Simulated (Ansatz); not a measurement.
# TaAl2N3: the cost of one run

Program: Ansatz 0.2.0. Level of theory: DFT PBE, scalar-relativistic, plane waves, PAW. These are calculated values, not measurements.

**1. The system as given**

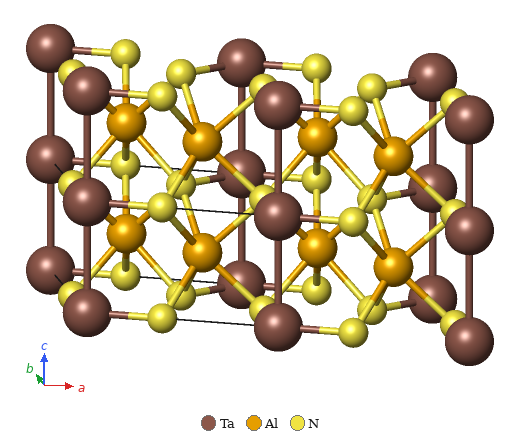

Start, viewed slightly off an axis; tantalum brown, aluminium amber, nitrogen yellow. 2×1×2 cells are drawn. Atoms on the faces are drawn again on the opposite ones.

As a file:

```cif
data_structure
_symmetry_space_group_name_H-M 'P 1'
_symmetry_Int_Tables_number 1
_cell_length_a 5.4592
_cell_length_b 5.4592
_cell_length_c 3.0551
_cell_angle_alpha 90.000
_cell_angle_beta 90.000
_cell_angle_gamma 120.000
_cell_volume 78.85
loop_
_atom_site_label
_atom_site_type_symbol
_atom_site_fract_x
_atom_site_fract_y
_atom_site_fract_z
_atom_site_occupancy
Ta1 Ta 0.00000 0.00000 0.00000 1
Al1 Al 0.33333 0.66667 0.50000 1
Al2 Al 0.66667 0.33333 0.50000 1
N1 N 0.39239 0.00000 0.00000 1
N2 N 0.60761 0.60761 0.00000 1
N3 N 0.00000 0.39239 0.00000 1
```

The start is an ordering of an alloy on its end members' structure types: elements ordered on the sites of the TaN type, Ta/Al on Ta (P-62m, No. 189).

**2. The guess as it stands, on a coarse mesh**

input.yaml

```yaml
crystal:
  lattice:
    - [5.45922862, 0.0, 0.0]
    - [-2.72961431, 4.72783067, 0.0]
    - [0.0, 0.0, 3.05506151]
  atoms:
    - { symbol: Ta, position: [0.0, 0.0, 0.0] }
    - { symbol: Al, position: [0.33333333, 0.66666667, 0.5] }
    - { symbol: Al, position: [0.66666667, 0.33333333, 0.5] }
    - { symbol: "N", position: [0.39239216, 0.0, 0.0] }
    - { symbol: "N", position: [0.60760784, 0.60760784, 0.0] }
    - { symbol: "N", position: [0.0, 0.39239216, 0.0] }
basis:
  ecutwfc: 420
kpoints:
  mp_grid: { grid: [6, 6, 6] }
hamiltonian:
  xc: pbe
scf:
  occupations: { method: gaussian, width: 0.1 }
  lower_state_search: "off"
output:
  forces: true
  stress: true
  eigenvalues: true
```

Started as:

```console
$ ansatz run input.yaml --threads 1 --pin off --max-ram 2560MiB --backend cpu --events-out ev --progress --plain --runs-dir out
```

**Question.** How long does this run take on 1 thread of Arm Neoverse V1, shared host, and how much memory does it need?

About 5.4 s, with a peak of 0.32 GiB.
